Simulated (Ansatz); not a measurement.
# TiO2 (P2_1/c): how G0W0 depends on its starting point, part 2 of 2

Aim: G0W0 for TiO2 (P2_1/c) on several starting functionals, at one mesh, band count and screening cutoff.

Ansatz 0.2.0; G0W0 on several functionals, plane waves, PAW. Known limits of the many-body steps: not at the basis limit; coarse k mesh.

So far. Step 3 (G0W0 on r2SCAN): Against the run with 2×2×2 mesh, 264 empty bands, screening to 100 eV, PAW set soft_1 files on LDA, the gap moves by −0.07 eV, while the start moved by +0.45 eV. Step 4 (G0W0 on HSE06): Against the run with 2×2×2 mesh, 264 empty bands, screening to 100 eV, PAW set soft_1 files on r2SCAN, the gap moves by +0.36 eV, while the start moved by +1.15 eV.

In doubt: masses and optical values from hybrid runs of this build are listed as unsure (steps 4, 5, 6), which bears on the screening that GW takes from such a start.

## Step 5: G0W0 on PBE0

This step: G0W0 on PBE0, plane waves, PAW; PAW set soft_1.

Contents of input.yaml:

```yaml
crystal:
  lattice:
    - [4.8126997814, 0.0, 0.0]
    - [0.0, 4.87188446, 0.0]
    - [-0.8628854487, 0.0, 4.9665942755]
  atoms:
    - { symbol: Ti, position: [0.27743526, 0.44719164, 0.71314827] }
    - { symbol: Ti, position: [0.72256474, 0.94719164, 0.78685173] }
    - { symbol: Ti, position: [0.72256474, 0.55280836, 0.28685173] }
    - { symbol: Ti, position: [0.27743526, 0.05280836, 0.21314827] }
    - { symbol: O, position: [0.44536099, 0.74236826, 0.96677186] }
    - { symbol: O, position: [0.55463901, 0.24236826, 0.53322814] }
    - { symbol: O, position: [0.55463901, 0.25763174, 0.03322814] }
    - { symbol: O, position: [0.44536099, 0.75763174, 0.46677186] }
    - { symbol: O, position: [0.06383822, 0.32303448, 0.35155674] }
    - { symbol: O, position: [0.93616178, 0.82303448, 0.14844326] }
    - { symbol: O, position: [0.93616178, 0.67696552, 0.64844326] }
    - { symbol: O, position: [0.06383822, 0.17696552, 0.85155674] }
kpoints:
  mp_grid: { grid: [2, 2, 2] }
hamiltonian:
  xc: pbe0
  pseudopotentials: { kind: paw, azcp: { folder: soft_1 } }
scf:
  occupations: { method: fixed }
gw:
  n_empty_bands: 264
  ecut_chi: 100
  qp_bands: [v4, c4]
  qp_kpoints: band_edges
  screening: { model: contour_deformation }
```

Command:

```sh
ansatz run input.yaml --threads 2 --pin off --max-ram 92160MiB --backend cuda --events-out ev --progress --plain --runs-dir out --devices 1 --max-vram 13GiB
```

Numbers of over 12 decimals in the logs are rounded to 6 here.

Log:

```text
GPUs: using 1 of 1 available (devices: 1).
[...]
GPU FFT provider: cuFFT
GPU libraries: cuBLAS 13.8.2, cuFFT 12.4.0, cuSOLVER 12.3.4
Crystal: 12 atoms, lattice volume = 116.451 Å³
Basis set: ecut = 420 eV, 2283 PW (Γ)
Bands: 60, of which v1, the nominal top of the filled ones, is band 48 counted from 1 (47 counted from 0)
Symmetry: 4 space group operations
[...]
k-points: 8
[...]
0    51     14.1814   -12.7841    -6.8046   -20.0980  0.7638    14.6941    14.6907  root
     0    52     14.2451   -13.3113    -6.3888   -20.2364  0.7667    14.7849    14.7813  root
[...]
7    49     13.7067   -12.7590    -6.1036   -19.3582  0.7764    14.2051    14.2023  root
     7    50     13.7067   -12.7590    -6.1036   -19.3582  0.7764    14.2051    14.2023  root
     7    51     14.0941   -13.0854    -6.4100   -20.0344  0.7700    14.6365    14.6330  root
     7    52     14.0941   -13.0854    -6.4100   -20.0344  0.7700    14.6365    14.6330  root
[key lines of the parts left out:]
Free energy (F): -14552.776458 eV
Fermi energy:    8.848917 eV
```

The job ended after 32 s (1 × NVIDIA H100 80GB HBM3 (shared by 6 runs) with 2 threads of AMD EPYC 7R13 (Zen 3), shared host; peak memory 1.5 GiB; 38 s of CPU time).

Numbers from this step:

```
bands summed                                 : 312
RPA ε∞ on this mesh (eigenvalues)            : 4.728, 5.084, 5.086
plane waves in the screening matrix          : 261
G0W0 gap on the mesh                         : 4.200 eV
k of the valence top                         : 0, 0, 0
k of the conduction bottom                   : -0.5, 0, 0
starting gap on the mesh                     : 4.572 eV
least direct G0W0 gap on the computed points : 4.298 eV
```

Against the run with 2×2×2 mesh, 264 empty bands, screening to 100 eV, PAW set soft_1 files on HSE06, the gap moves by +0.27 eV, while the start moved by +0.76 eV.

## Step 6: G0W0 on Hartree-Fock

This step: G0W0 on Hartree-Fock, plane waves, PAW; PAW set soft_1.

Edit input.yaml of step 5 so:

```diff
@@ -21,3 +21,3 @@
 hamiltonian:
-  xc: pbe0
+  xc: hf
   pseudopotentials: { kind: paw, azcp: { folder: soft_1 } }
```

Log:

```text
GPUs: using 1 of 1 available (devices: 1).
[...]
GPU FFT provider: cuFFT
GPU libraries: cuBLAS 13.8.2, cuFFT 12.4.0, cuSOLVER 12.3.4
Crystal: 12 atoms, lattice volume = 116.451 Å³
Basis set: ecut = 420 eV, 2283 PW (Γ)
Bands: 60, of which v1, the nominal top of the filled ones, is band 48 counted from 1 (47 counted from 0)
Symmetry: 4 space group operations
[...]
k-points: 8
[...]
0    51     19.5037   -11.6432    -4.2610   -11.6874  0.8755    15.3414    15.2869  root
     0    52     19.6889   -11.4212    -4.6082   -11.4513  0.8703    15.1801    15.1109  root
[...]
7    49     18.8581   -10.9025    -4.2565   -10.9457  0.8787    14.6972    14.6448  root
     7    50     18.8581   -10.9025    -4.2565   -10.9457  0.8787    14.6972    14.6448  root
     7    51     19.3779   -11.4454    -4.3545   -11.4885  0.8754    15.1237    15.0665  root
     7    52     19.3779   -11.4454    -4.3545   -11.4885  0.8754    15.1237    15.0665  root
[key lines of the parts left out:]
Free energy (F): -14392.506704 eV
Fermi energy:    5.773876 eV
```

Run time: 48 s. Hardware: 1 × NVIDIA H100 80GB HBM3 (shared by 6 runs) with 2 threads; peak memory 1.5 GiB; 47 s of CPU time.

This step gave:

| Item | Value |
| --- | --- |
| bands summed | 312 |
| RPA ε∞ on this mesh (eigenvalues) | 2.514, 2.581, 2.590 |
| plane waves in the screening matrix | 261 |
| G0W0 gap on the mesh | 5.229 eV |
| k of the valence top | 0, 0, 0 |
| k of the conduction bottom | -0.5, 0, 0 |
| starting gap on the mesh | 12.77 eV |
| least direct G0W0 gap on the computed points | 5.325 eV |

Against the run with 2×2×2 mesh, 264 empty bands, screening to 100 eV, PAW set soft_1 files on PBE0, the gap moves by +1.03 eV, while the start moved by +8.20 eV.

## Step 7: Side by side

All on the 2×2×2 mesh with 264 empty bands and screening to 100 eV. Times are wall times on 1 × NVIDIA H100 80GB HBM3 (shared by 6 runs) with 2 threads of AMD EPYC 7R13 (Zen 3), shared host, good to a factor of about two.

| start | starting gap (eV) | shift (eV) | G0W0 gap (eV) | RPA ε∞ (harmonic mean) | Z (valence, conduction) | time |
| --- | --- | --- | --- | --- | --- | --- |
| LDA | 2.21 | +1.43 | 3.64 | 7.86 | 0.73, 0.72 | 9.8 s |
| r2SCAN | 2.66 | +0.91 | 3.57 | 6.74 | 0.74, 0.73 | 11 s |
| HSE06 | 3.81 | +0.12 | 3.93 | 5.37 | 0.77, 0.77 | 30 s |
| PBE0 | 4.57 | −0.37 | 4.20 | 4.96 | 0.78, 0.78 | 32 s |
| Hartree-Fock | 12.77 | −7.55 | 5.23 | 2.56 | 0.87, 0.88 | 48 s |

How the two edges are built up, in eV (the quasiparticle level is the starting level plus Σx plus Σc less Vxc):

| run | edge | start | Σx | Σc | Vxc | Z | QP |
| --- | --- | --- | --- | --- | --- | --- | --- |
| LDA | valence top | 9.80 | -26.48 | 4.69 | -21.91 | 0.73 | 9.92 |
| LDA | conduction bottom | 12.01 | -13.23 | -6.88 | -21.66 | 0.72 | 13.56 |
| r2SCAN | valence top | 9.85 | -26.63 | 4.67 | -22.22 | 0.74 | 10.11 |
| r2SCAN | conduction bottom | 12.51 | -13.10 | -6.74 | -21.01 | 0.73 | 13.68 |
| HSE06 | valence top | 9.24 | -26.67 | 4.44 | -22.82 | 0.77 | 9.83 |
| HSE06 | conduction bottom | 13.05 | -12.60 | -6.26 | -19.58 | 0.77 | 13.77 |
| PBE0 | valence top | 8.85 | -26.68 | 4.32 | -23.23 | 0.78 | 9.71 |
| PBE0 | conduction bottom | 13.42 | -12.59 | -6.09 | -19.18 | 0.78 | 13.91 |

For a hybrid start, Vxc holds its share of exact exchange.

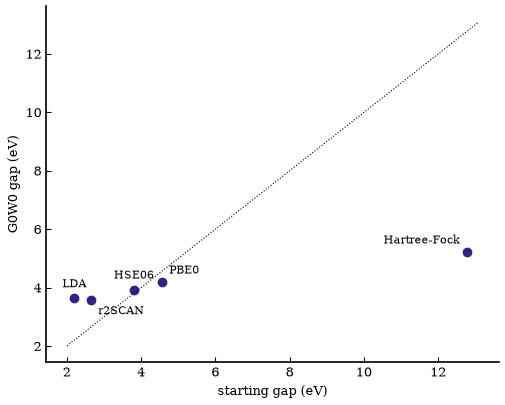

G0W0 gap against starting gap; on the dotted line the correction would vanish.

## Step 8: Outcome

- G0W0@LDA: 3.64 eV (start 2.21 eV)
- G0W0@r2SCAN: 3.57 eV (start 2.66 eV)
- G0W0@HSE06: 3.93 eV (start 3.81 eV)
- G0W0@PBE0: 4.20 eV (start 4.57 eV)
- G0W0@Hartree-Fock: 5.23 eV (start 12.77 eV)
- known limits: not at the basis limit; coarse k mesh

The starting gaps span 10.57 eV and the G0W0 gaps 1.66 eV. Between LDA and Hartree-Fock, 1.59 eV of the 10.57 eV survives, 15 %. The order is not kept throughout: r2SCAN starts 0.45 eV above LDA and ends 0.07 eV below it, so orbitals matter beside the gap. Hartree-Fock screens less than LDA (ε∞ 2.56 against 7.86). Of the 1.59 eV by which its G0W0 gap is higher, the correlation part gives +3.91 eV, and exchange with the one-particle terms, which follow the orbitals, −2.32 eV. On PBE0 and Hartree-Fock the correction is negative: that start lies above its own G0W0 value. The smallest correction, +0.12 eV, is on HSE06, the start nearest to reproducing itself. Bands and cutoff are finite, so the gap is not at the basis limit. The miss can reach some tenths of an eV and take either sign; the mesh is an error of its own. The 2×2×2 mesh is coarse for this cell (its supercell is 10 Å along the shortest edge). The RPA ε∞ on it, from the LDA start, is 7.19, 8.23 and 8.26; such meshes misread the long-range screening, most where the gap is narrow. The program warns that the mesh is coarse for exact exchange, which bears on the hybrid start's gap.

[Paths, hosts, dates, memory and timing lines, banners, echoed tables and standing remarks are left out of the program output.]

[Logs are printed without paths, hosts, clocks, repeated set-up lines and the standing remarks that a program may print on its own settings, such as how far it seeks lower states.]

[Runs of the session that timed out or met a known fault of the program may be left out.]

[Cells called generated may have been cut or substituted from an entry of the Crystallography Open Database or the Materials Project.]

[Hosts, paths, dates, database ids (printed as entryN), source tags and the programs' standing remarks are cut or masked in the printed files.]
